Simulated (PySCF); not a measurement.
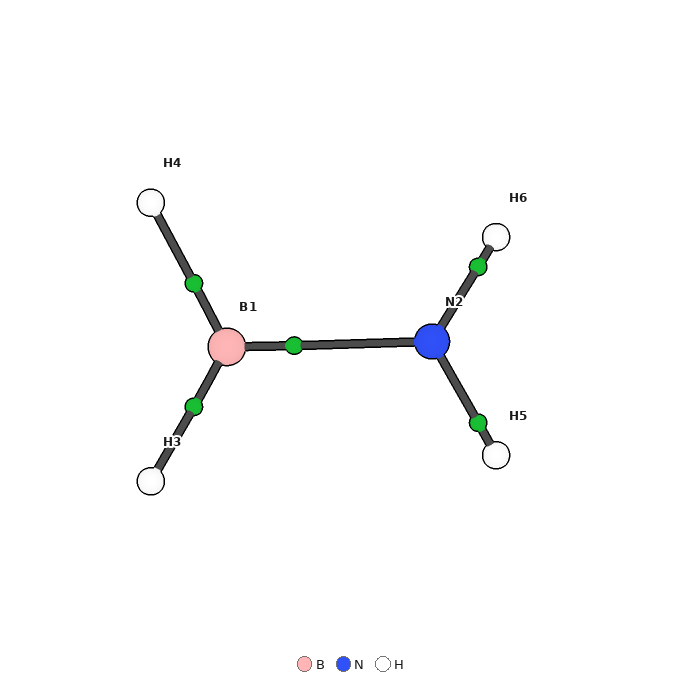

Figure. BH4N, charge −1, doublet, SMILES `[BH2-]N`. Molecular graph of the electron density (QTAIM): bond paths, bond critical points (green), ring points (magenta, if any); weak paths are dashed.

Computed with PySCF, B3LYP/6-311+G**, geometry: GFN2-xTB. The highest occupied Kohn–Sham orbital has positive energy, a self-interaction fault of such functionals for anions. No frequency check shows the geometry to be a minimum. The stability of the open-shell solution wasn't checked. GFN2-xTB doesn't know the spin state, so this open-shell geometry is rough.

Input script:

```python
import numpy as np
from pyscf import gto, scf, dft
from pyscf.scf import atom_ks, atom_hf
from scipy.linalg import block_diag

def solve(mol, dm0=None, hcore=None):
    mf = (dft.UKS if mol.spin else dft.RKS)(mol, xc='b3lyp')
    mf.grids.level = 3
    mf = mf.density_fit(auxbasis='def2-universal-jkfit')
    mf.conv_tol, mf.max_cycle = 1e-8, 80
    if hcore is not None:
        mf.get_hcore = lambda *args: hcore
    mf.kernel(dm0)
    if not mf.converged:
        mf = mf.newton().run(mf.mo_coeff, mf.mo_occ, max_cycle=30)
    assert mf.converged, 'SCF not converged'
    return mf

mol = gto.M(atom='''
B      0.86564    -0.00010    -0.18386
N     -0.69264     0.00005     0.13728
H      1.38965     1.03781     0.28055
H      1.38999    -1.03725     0.28080
H     -1.12980     0.81222    -0.30160
H     -1.12953    -0.81262    -0.30140
''', basis='6-311+g**', charge=-1, spin=1, verbose=4)
mf = solve(mol)
mf.analyze()
# spherically averaged free atoms, for the promolecule
atm = atom_ks.get_atm_nrks(mol, xc='b3lyp')
pro = block_diag(*[(atm[a[0]][2] * atm[a[0]][3]) @ atm[a[0]][2].T for a in mol._atom])
np.savez('result.npz', e=mf.e_tot, c=mf.mo_coeff, occ=mf.mo_occ, eps=mf.mo_energy, pro=pro, dip=mf.dip_moment(verbose=0), s2=mf.spin_square()[0])
```

Launched as:

```sh
OMP_NUM_THREADS=1 python input.py
```

The run took 15 s on 1 thread of Intel(R) Xeon(R) Processor @ 2.50GHz (Skylake/Cascade Lake), on a shared host, peak memory 0.3 GiB.

Partitions, critical points and surface values were worked out afterwards from this run's density.

Q: How many critical points of each kind are there, and does the count close?

A: 6 nuclei, 5 bond, 0 ring and 0 cage critical points: 6 − 5 + 0 − 0 = 1, as the Poincaré–Hopf relation requires.

Q: Tabulate density, Laplacian, ellipticity and energy density at the bond critical points (atomic units).

A:
```
           bond  length (Å)  ρ (a.u.)  ∇²ρ (a.u.)     ε  H (a.u.)
N2–H5 (2 alike)       1.021     0.329       −1.35  0.04    −0.402
B1–H4 (2 alike)       1.252     0.152       −0.19  0.08    −0.147
          B1–N2       1.591     0.139       +0.21  0.08    −0.113
```

Q: What kind of interaction is N2–H5?

A: Shared-shell (covalent): ρ = 0.329, ∇²ρ = −1.35, H = −0.402 a.u.
